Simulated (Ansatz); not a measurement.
# SiH$_{4}$SO$_{3}$: geometry relaxation

System: SiH$_{4}$SO$_{3}$.
Method: RKS PBE0-D4/def2-SVP (Ansatz 0.2.0).

The input holds or restrains some coordinates. Figures and captions count atoms from 1; the log counts them from 0 in places.

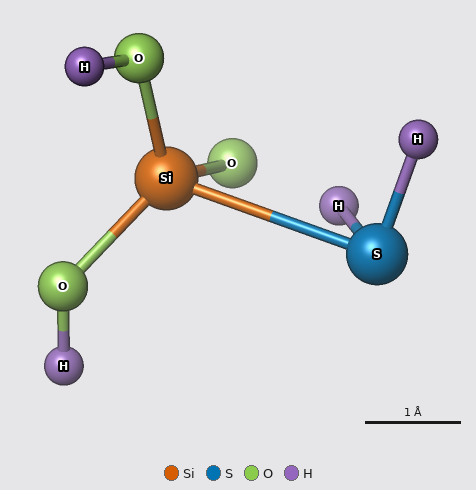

The structure as given in the input (ball-and-stick view, seen at a tilt). Bond lengths as drawn: H–O 0.95 to 0.96 Å, H–S 1.32 to 1.64 Å, O–Si 1.56 to 1.61 Å and S–Si 2.43 Å.

## Summary

```csv
quantity,value
outcome,converged under the restraints of the input
total energy,−24898.0441 eV
mean-field energy,−24897.8604 eV
dispersion energy,−0.1837 eV
SCF solution under orbital rotations,stable
"largest force (length of the vector) at the end, held atoms and coordinates included",2.097 eV/Å
dipole moment,2.47 D
hardware,"4 threads of Arm Neoverse V2, 23 GiB of memory available, shared host"
wall time,10 s (CPU time 35 s)
peak memory,0.21 GiB
```

## Input
```yaml
crystal:
  periodic: [false, false, false]
  atoms:
    - {symbol: Si, position_ang: [-0.404100, -0.325400, -0.086700]}
    - {symbol: S, position_ang: [1.457100, 0.957500, 0.809800]}
    - {symbol: O, position_ang: [0.126700, -1.362200, 0.949200]}
    - {symbol: H, position_ang: [1.074300, -0.552800, 1.316800]}
    - {symbol: O, position_ang: [-1.765700, 0.523700, 0.078600]}
    - {symbol: O, position_ang: [-0.117500, -0.492400, -1.655300]}
    - {symbol: H, position_ang: [2.319400, 0.476100, -0.073300]}
    - {symbol: H, position_ang: [-2.102100, 0.727900, 0.947800]}
    - {symbol: H, position_ang: [-0.588200, 0.047700, -2.287000]}
basis:
  gaussian: {orbitals: def2-SVP}
hamiltonian: {xc: pbe0, dispersion: d4}
relax: {f_tol: 0.04, max_steps: 150, escape_saddle: false, constraints: [{distance: [1, 3]}, {distance: [0, 1]}, {distance: [2, 3]}]}
```

Command:
```bash
ansatz run in.yaml --threads 4 --pin off --events-out ev --progress --plain --max-ram 9574MiB
```

## What the program printed
```
Functional definition: PBE0
  name "PBE0"
  cite "Adamo & Barone, J. Chem. Phys. 110, 6158 (1999) doi:10.1063/1.478522"
  cite "Perdew, Burke & Ernzerhof, Phys. Rev. Lett. 77, 3865 (1996) doi:10.1103/PhysRevLett.77.3865"
  parent pbe
  parameter a = 0.25
  parameter kappa = 0.804
  parameter beta = 0.06672455060314922
  exchange = (1 - a)*pbe_x(kappa = kappa, mu = beta*pi^2/3) + a*exact_x
  correlation = pbe_c(beta = beta)
985 factors; integrals over basis functions are off by at most 3.3e-4 eV
mean field evaluation 1: about -24887.3419 eV, gradient 7.8e1 eV
mean field evaluation 2: about -24868.6931 eV, gradient 1.2e2 eV
mean field evaluation 4: about -24897.6436 eV, gradient 6.0e0 eV
mean field evaluation 8: about -24897.7065 eV, gradient 7.8e-2 eV
mean field -24897.70656411 eV, -914.9738399595 hartree, gradient 7.0e-5 eV, S^2 0.000000; 0 other end points of the search recorded, 0 dependent functions left out
the calculation of the forces begins
reference -24897.70658697 eV, -914.9738407996 hartree; 29, 29 occupied and 69, 69 virtual orbitals, 985 factors
relax step   1: F+E_penalty+E_count = -24897.89650077 eV  Δ(F+E_penalty+E_count) = +0.000e0 eV  max|allowed force component| = 1.489e0 eV/Å  Δτ_max = 0.0000 Å  (25 SCF iters, accepted)
  distance S 1 - H 3 held at 1.638472 Å   reaction = -8.2319e-1 eV/Å
  distance Si 0 - S 1 held at 2.431792 Å   reaction = +1.0384e0 eV/Å
  distance O 2 - H 3 held at 1.299309 Å   reaction = +9.6677e-1 eV/Å
these checks for a lower state are left out or cut short: starts, cluster_reference, orbital_swaps, neighbouring_geometries, increment
985 factors; integrals over basis functions are off by at most 3.4e-4 eV
mean field evaluation 16: about -24897.5507 eV, gradient 9.4e0 eV
mean field -24897.80001343 eV, -914.9772741586 hartree, gradient 1.3e-5 eV, S^2 0.000000; 0 other end points of the search recorded, 0 dependent functions left out
the calculation of the forces begins
reference -24897.80003569 eV, -914.9772749766 hartree; 29, 29 occupied and 69, 69 virtual orbitals, 985 factors
relax step   2: F+E_penalty+E_count = -24897.98514627 eV  Δ(F+E_penalty+E_count) = -8.865e-2 eV  max|allowed force component| = 5.643e-1 eV/Å  Δτ_max = 0.1984 Å  (29 SCF iters, accepted)
  distance S 1 - H 3 held at 1.638472 Å   reaction = -9.3218e-1 eV/Å
  distance Si 0 - S 1 held at 2.431792 Å   reaction = +9.6960e-1 eV/Å
  distance O 2 - H 3 held at 1.299309 Å   reaction = +1.2430e0 eV/Å
these checks for a lower state are left out or cut short: starts, cluster_reference, orbital_swaps, neighbouring_geometries, increment
985 factors; integrals over basis functions are off by at most 3.4e-4 eV
mean field -24897.84231190 eV, -914.9788285985 hartree, gradient 2.4e-5 eV, S^2 0.000000; 0 other end points of the search recorded, 0 dependent functions left out
the calculation of the forces begins
reference -24897.84233439 eV, -914.9788294253 hartree; 29, 29 occupied and 69, 69 virtual orbitals, 985 factors
relax step   3: F+E_penalty+E_count = -24898.02583345 eV  Δ(F+E_penalty+E_count) = -4.069e-2 eV  max|allowed force component| = 4.578e-1 eV/Å  Δτ_max = 0.1949 Å  (28 SCF iters, accepted)
  distance S 1 - H 3 held at 1.638472 Å   reaction = -8.8858e-1 eV/Å
  distance Si 0 - S 1 held at 2.431792 Å   reaction = +7.7155e-1 eV/Å
  distance O 2 - H 3 held at 1.299309 Å   reaction = +1.3309e0 eV/Å
these checks for a lower state are left out or cut short: starts, cluster_reference, orbital_swaps, neighbouring_geometries, increment
985 factors; integrals over basis functions are off by at most 3.4e-4 eV
mean field evaluation 32: about -24897.8422 eV, gradient 5.0e-2 eV
mean field -24897.84216625 eV, -914.9788232460 hartree, gradient 3.8e-5 eV, S^2 0.000000; 0 other end points of the search recorded, 0 dependent functions left out
the calculation of the forces begins
reference -24897.84218871 eV, -914.9788240716 hartree; 29, 29 occupied and 69, 69 virtual orbitals, 985 factors
relax step   4: F+E_penalty+E_count = -24898.02608760 eV  Δ(F+E_penalty+E_count) = -2.542e-4 eV  max|allowed force component| = 4.633e-1 eV/Å  Δτ_max = 0.0507 Å  (26 SCF iters, accepted)
  distance S 1 - H 3 held at 1.638472 Å   reaction = -8.3398e-1 eV/Å
  distance Si 0 - S 1 held at 2.431792 Å   reaction = +7.4931e-1 eV/Å
  distance O 2 - H 3 held at 1.299309 Å   reaction = +1.3967e0 eV/Å
these checks for a lower state are left out or cut short: starts, cluster_reference, orbital_swaps, neighbouring_geometries, increment
985 factors; integrals over basis functions are off by at most 3.4e-4 eV
mean field -24897.85497124 eV, -914.9792938210 hartree, gradient 3.3e-5 eV, S^2 0.000000; 0 other end points of the search recorded, 0 dependent functions left out
the calculation of the forces begins
reference -24897.85499370 eV, -914.9792946461 hartree; 29, 29 occupied and 69, 69 virtual orbitals, 985 factors
relax step   5: F+E_penalty+E_count = -24898.03884473 eV  Δ(F+E_penalty+E_count) = -1.276e-2 eV  max|allowed force component| = 1.046e-1 eV/Å  Δτ_max = 0.0445 Å  (26 SCF iters, accepted)
  distance S 1 - H 3 held at 1.638472 Å   reaction = -8.6751e-1 eV/Å
  distance Si 0 - S 1 held at 2.431792 Å   reaction = +8.0541e-1 eV/Å
  distance O 2 - H 3 held at 1.299309 Å   reaction = +1.3586e0 eV/Å
these checks for a lower state are left out or cut short: starts, cluster_reference, orbital_swaps, neighbouring_geometries, increment
985 factors; integrals over basis functions are off by at most 3.5e-4 eV
mean field -24897.85597890 eV, -914.9793308516 hartree, gradient 4.4e-5 eV, S^2 0.000000; 0 other end points of the search recorded, 0 dependent functions left out
the calculation of the forces begins
reference -24897.85600130 eV, -914.9793316748 hartree; 29, 29 occupied and 69, 69 virtual orbitals, 985 factors
relax step   6: F+E_penalty+E_count = -24898.03966047 eV  Δ(F+E_penalty+E_count) = -8.157e-4 eV  max|allowed force component| = 2.020e-1 eV/Å  Δτ_max = 0.0636 Å  (25 SCF iters, accepted)
  distance S 1 - H 3 held at 1.638472 Å   reaction = -8.6096e-1 eV/Å
  distance Si 0 - S 1 held at 2.431792 Å   reaction = +8.3383e-1 eV/Å
  distance O 2 - H 3 held at 1.299309 Å   reaction = +1.3953e0 eV/Å
these checks for a lower state are left out or cut short: starts, cluster_reference, orbital_swaps, neighbouring_geometries, increment
985 factors; integrals over basis functions are off by at most 3.4e-4 eV
mean field -24897.85791118 eV, -914.9794018617 hartree, gradient 4.5e-5 eV, S^2 0.000000; 0 other end points of the search recorded, 0 dependent functions left out
the calculation of the forces begins
reference -24897.85793344 eV, -914.9794026796 hartree; 29, 29 occupied and 69, 69 virtual orbitals, 985 factors
relax step   7: F+E_penalty+E_count = -24898.04139502 eV  Δ(F+E_penalty+E_count) = -1.735e-3 eV  max|allowed force component| = 2.055e-1 eV/Å  Δτ_max = 0.0446 Å  (25 SCF iters, accepted)
  distance S 1 - H 3 held at 1.638472 Å   reaction = -8.3912e-1 eV/Å
  distance Si 0 - S 1 held at 2.431792 Å   reaction = +7.9075e-1 eV/Å
  distance O 2 - H 3 held at 1.299309 Å   reaction = +1.3297e0 eV/Å
these checks for a lower state are left out or cut short: starts, cluster_reference, orbital_swaps, neighbouring_geometries, increment
985 factors; integrals over basis functions are off by at most 3.4e-4 eV
mean field -24897.86033708 eV, -914.9794910117 hartree, gradient 3.5e-5 eV, S^2 0.000000; 0 other end points of the search recorded, 0 dependent functions left out
the calculation of the forces begins
reference -24897.86035939 eV, -914.9794918318 hartree; 29, 29 occupied and 69, 69 virtual orbitals, 985 factors
relax step   8: F+E_penalty+E_count = -24898.04396471 eV  Δ(F+E_penalty+E_count) = -2.570e-3 eV  max|allowed force component| = 5.094e-2 eV/Å  Δτ_max = 0.0239 Å  (25 SCF iters, accepted)
  distance S 1 - H 3 held at 1.638472 Å   reaction = -8.6160e-1 eV/Å
  distance Si 0 - S 1 held at 2.431792 Å   reaction = +8.2467e-1 eV/Å
  distance O 2 - H 3 held at 1.299309 Å   reaction = +1.3559e0 eV/Å
these checks for a lower state are left out or cut short: starts, cluster_reference, orbital_swaps, neighbouring_geometries, increment
985 factors; integrals over basis functions are off by at most 3.4e-4 eV
mean field -24897.86039832 eV, -914.9794932623 hartree, gradient 3.6e-5 eV, S^2 0.000000; 0 other end points of the search recorded, 0 dependent functions left out
the calculation of the forces begins
reference -24897.86042064 eV, -914.9794940825 hartree; 29, 29 occupied and 69, 69 virtual orbitals, 985 factors
relax step   9: F+E_penalty+E_count = -24898.04406908 eV  Δ(F+E_penalty+E_count) = -1.044e-4 eV  max|allowed force component| = 1.558e-2 eV/Å  Δτ_max = 0.0150 Å  (25 SCF iters, accepted)
  distance S 1 - H 3 held at 1.638472 Å   reaction = -8.6268e-1 eV/Å
  distance Si 0 - S 1 held at 2.431792 Å   reaction = +8.1478e-1 eV/Å
  distance O 2 - H 3 held at 1.299309 Å   reaction = +1.3678e0 eV/Å
985 factors; integrals over basis functions are off by at most 3.4e-4 eV
mean field evaluation 64: about -24897.0443 eV, gradient 2.0e1 eV
```

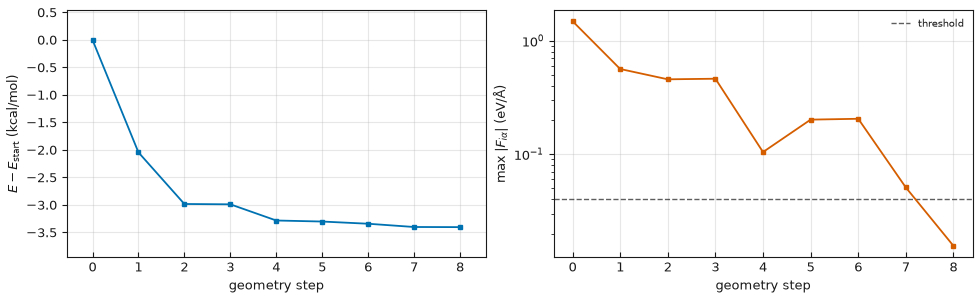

Progress of the restrained relaxation, step by step (the first geometry is step 0 here and step 1 in the log).

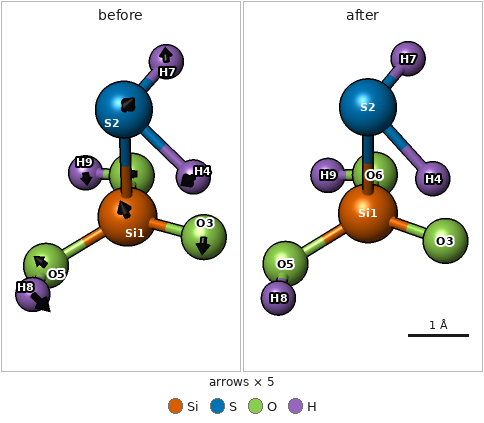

Before (left) and after (right) the restrained relaxation, at one scale (ball-and-stick view, seen at a tilt). The black arrows give the displacements, magnified 5 times. H8 moves most after the best rigid fit: 0.090 Å. By element the largest moves are H 0.090 Å, S 0.076 Å, Si 0.071 Å, O 0.065 Å. Distances before and after: Si1–O3 1.559 → 1.595 Å, Si1–O6 1.603 → 1.632 Å, S2–H7 1.325 → 1.352 Å, Si1–O5 1.613 → 1.638 Å. Among the angles that change: Si1–O5–H8 120.2° → 116.4°, Si1–S2–H4 56.6° → 53.2°, Si1–O6–H9 120.0° → 116.8°. After 8 geometry steps the energy has fallen by 3.40 kcal/mol. Largest force component: 1.5 eV/Å at the start, 0.016 eV/Å at the end. (Atoms are counted from 1 in the order of the input.)

```
mean field -24897.86039832 eV, -914.9794932623 hartree, gradient 3.6e-5 eV, S^2 0.000000; 1 other end points of the search recorded, 0 dependent functions left out
the calculation of the forces begins
reference -24897.86042064 eV, -914.9794940825 hartree; 29, 29 occupied and 69, 69 virtual orbitals, 985 factors
Total energy: -24898.04409139 eV, -914.9862438583 hartree
Atom 0 at    -0.361885    -0.269910    -0.076409 Å, force     0.645404     0.396031     0.306870 eV/Å
Atom 1 at     1.521747     0.958588     0.848973 Å, force    -0.364195     0.378812    -0.538818 eV/Å
Atom 2 at     0.074309    -1.380379     0.982262 Å, force     0.991458     0.886178     0.307582 eV/Å
Atom 3 at     1.018587    -0.539534     1.281466 Å, force    -1.265882    -1.669703    -0.089784 eV/Å
Atom 4 at    -1.757516     0.575752     0.068180 Å, force    -0.002000     0.002973    -0.000507 eV/Å
Atom 5 at    -0.097297    -0.504369    -1.669859 Å, force     0.005825     0.002723     0.004727 eV/Å
Atom 6 at     2.356010     0.497302    -0.109258 Å, force    -0.001845    -0.001238    -0.004259 eV/Å
Atom 7 at    -2.128104     0.641801     0.954242 Å, force    -0.008389     0.004338     0.003695 eV/Å
Atom 8 at    -0.625950     0.020849    -2.279697 Å, force    -0.000377    -0.000115     0.010493 eV/Å
Dipole moment:    -0.223852     0.400857    -0.231731 e Å
```

## Trajectory as extended XYZ (Å, eV, eV/Å), 9 frames, from step=1 to step=9
```
9
Properties=species:S:1:pos:R:3:forces:R:3 step=1 energy=-24897.89650
Si   -0.4041   -0.3254   -0.0867    1.1877   1.4302   0.3918
S     1.4571    0.9575    0.8098   -0.4421   0.8079   0.2630
O     0.1267   -1.3622    0.9492    1.0066  -0.8871   1.3968
H     1.0743   -0.5528    1.3168   -1.4654  -1.0690  -0.5764
O    -1.7657    0.5237    0.0786   -0.6433   0.2505  -0.3294
O    -0.1175   -0.4924   -1.6553    0.2414  -0.5200  -0.7792
H     2.3194    0.4761   -0.0733    0.4438  -0.2237  -0.5663
H    -2.1021    0.7279    0.9478   -0.1203   0.0178   0.3831
H    -0.5882    0.0477   -2.2870   -0.2084   0.1934  -0.1833
9
Properties=species:S:1:pos:R:3:forces:R:3 step=2 energy=-24897.98515
Si   -0.3475   -0.3002   -0.0620    0.4016   0.9049   0.4585
S     1.5030    0.9510    0.8991   -0.1189   0.1972  -1.1112
O     0.0962   -1.4066    0.9689    1.1661   0.2451   0.8500
H     1.0215   -0.5604    1.3096   -1.1715  -1.6321  -0.2658
O    -1.7256    0.5459    0.0744   -0.5052   0.2592  -0.0509
O    -0.0903   -0.5149   -1.6426    0.3015  -0.1683  -0.4941
H     2.1846    0.5199   -0.2121   -0.0351   0.1802   0.5386
H    -2.0972    0.7217    0.9428    0.0443  -0.0445   0.0515
H    -0.5447    0.0436   -2.2782   -0.0830   0.0584   0.0232
9
Properties=species:S:1:pos:R:3:forces:R:3 step=3 energy=-24898.02583
Si   -0.3735   -0.2886   -0.0574    0.6010   0.5410   0.1656
S     1.5095    0.9569    0.8462    0.0422   0.2021  -0.9147
O     0.0912   -1.4019    0.9773    1.0044   0.7786   0.4803
H     1.0244   -0.5482    1.2749   -1.1934  -1.6912  -0.0981
O    -1.7779    0.5342    0.0780   -0.1036   0.1285  -0.0152
O    -0.1077   -0.5041   -1.6472    0.1140  -0.1251  -0.1858
H     2.3646    0.5092   -0.1380   -0.4500   0.1955   0.4578
H    -2.1486    0.7029    0.9488    0.0424  -0.0592   0.0438
H    -0.5820    0.0396   -2.2828   -0.0569   0.0299   0.0664
9
Properties=species:S:1:pos:R:3:forces:R:3 step=4 energy=-24898.02609
Si   -0.3634   -0.2690   -0.0570    0.3719   0.5096   0.4275
S     1.5287    0.9528    0.8599   -0.0278   0.1677  -0.9486
O     0.0820   -1.3798    1.0001    1.0678   0.8319   0.1405
H     1.0616   -0.5663    1.2583   -1.4226  -1.5901   0.0281
O    -1.7783    0.5558    0.0792    0.1934  -0.0414  -0.2145
O    -0.0911   -0.4924   -1.6513    0.0366  -0.0339   0.0090
H     2.3481    0.4954   -0.1410   -0.2910   0.2248   0.3501
H    -2.1911    0.6775    0.9379    0.0877  -0.0711   0.1051
H    -0.5966    0.0263   -2.2861   -0.0159   0.0025   0.1028
9
Properties=species:S:1:pos:R:3:forces:R:3 step=5 energy=-24898.03884
Si   -0.3659   -0.2833   -0.0628    0.5659   0.4937   0.3262
S     1.5165    0.9534    0.8543   -0.2752   0.3371  -0.6293
O     0.0882   -1.3964    0.9832    1.0065   0.8375   0.3227
H     1.0347   -0.5553    1.2743   -1.2713  -1.6643  -0.0852
O    -1.7661    0.5509    0.0777   -0.0503   0.0622  -0.0753
O    -0.1000   -0.5040   -1.6553    0.0814  -0.0828  -0.0624
H     2.3359    0.5119   -0.1333   -0.0793   0.0503   0.1046
H    -2.1506    0.6933    0.9475    0.0654  -0.0604   0.0387
H    -0.5928    0.0297   -2.2859   -0.0431   0.0267   0.0600
9
Properties=species:S:1:pos:R:3:forces:R:3 step=6 energy=-24898.03966
Si   -0.3573   -0.2599   -0.0770    0.6335   0.3542   0.4197
S     1.5303    0.9679    0.8414   -0.3874   0.3616  -0.5371
O     0.0827   -1.3737    0.9766    1.0192   0.9145   0.3299
H     1.0128   -0.5213    1.2876   -1.2426  -1.7124  -0.0889
O    -1.7662    0.5539    0.0795   -0.0179   0.1144  -0.2020
O    -0.0844   -0.4738   -1.6678    0.1050  -0.1308  -0.0268
H     2.3462    0.4551   -0.1065    0.0137   0.0280  -0.0064
H    -2.1383    0.6394    0.9596   -0.0363  -0.0209   0.1535
H    -0.6260    0.0125   -2.2935   -0.0871   0.0914  -0.0420
9
Properties=species:S:1:pos:R:3:forces:R:3 step=7 energy=-24898.04140
Si   -0.3642   -0.2692   -0.0633    0.6481   0.4629   0.0895
S     1.5301    0.9563    0.8441   -0.3682   0.3520  -0.5273
O     0.0777   -1.3796    0.9911    0.9394   0.8576   0.3286
H     1.0300   -0.5429    1.2763   -1.2571  -1.6267  -0.0514
O    -1.7558    0.5919    0.0584    0.0614  -0.0999   0.0903
O    -0.1016   -0.5103   -1.6587    0.0199   0.0182   0.0540
H     2.3532    0.4936   -0.1235   -0.0083   0.0059  -0.0038
H    -2.1512    0.6237    0.9356   -0.0346   0.0456   0.0211
H    -0.6182    0.0367   -2.2601   -0.0006  -0.0157  -0.0010
9
Properties=species:S:1:pos:R:3:forces:R:3 step=8 energy=-24898.04397
Si   -0.3609   -0.2676   -0.0736    0.6401   0.4208   0.3068
S     1.5276    0.9583    0.8453   -0.3837   0.3772  -0.5272
O     0.0751   -1.3786    0.9846    0.9717   0.8944   0.3063
H     1.0176   -0.5358    1.2838   -1.2448  -1.6708  -0.0893
O    -1.7566    0.5794    0.0694   -0.0159  -0.0118   0.0487
O    -0.0907   -0.4975   -1.6668   -0.0111  -0.0013  -0.0081
H     2.3513    0.4876   -0.1170    0.0100  -0.0037  -0.0061
H    -2.1397    0.6325    0.9522    0.0268  -0.0002  -0.0509
H    -0.6239    0.0218   -2.2780    0.0068  -0.0046   0.0198
9
Properties=species:S:1:pos:R:3:forces:R:3 step=9 energy=-24898.04407
Si   -0.3619   -0.2699   -0.0764    0.6454   0.3960   0.3069
S     1.5217    0.9586    0.8490   -0.3642   0.3788  -0.5388
O     0.0743   -1.3804    0.9823    0.9915   0.8862   0.3076
H     1.0186   -0.5395    1.2815   -1.2659  -1.6697  -0.0898
O    -1.7575    0.5758    0.0682   -0.0020   0.0030  -0.0005
O    -0.0973   -0.5044   -1.6699    0.0058   0.0027   0.0047
H     2.3560    0.4973   -0.1093   -0.0018  -0.0012  -0.0043
H    -2.1281    0.6418    0.9542   -0.0084   0.0043   0.0037
H    -0.6260    0.0208   -2.2797   -0.0004  -0.0001   0.0105
```

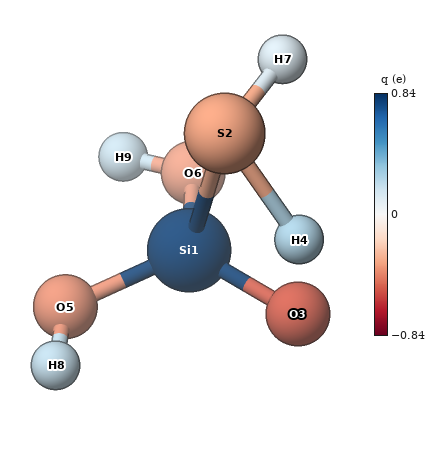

Mulliken charges, as the colour of each atom (ball-and-stick view, seen at a tilt; atoms are numbered from 1 in the order of the input). By element: Si +0.80, S −0.33, O −0.51 to −0.38 and H +0.12 to +0.26 e.
